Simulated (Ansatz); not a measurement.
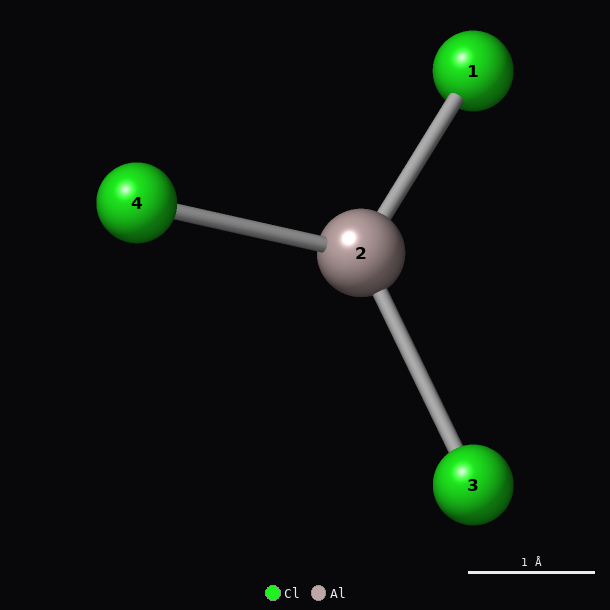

The atoms are numbered. Computed geometry: PBE0-D4/def2-TZVP optimisation. No frequency run is at hand to confirm it as a minimum.

What is the geometry at Al2?

Al2 has 3 neighbours (Cl1 at 2.07, Cl3 at 2.07, Cl4 at 2.07 Å); the arrangement is trigonal planar.
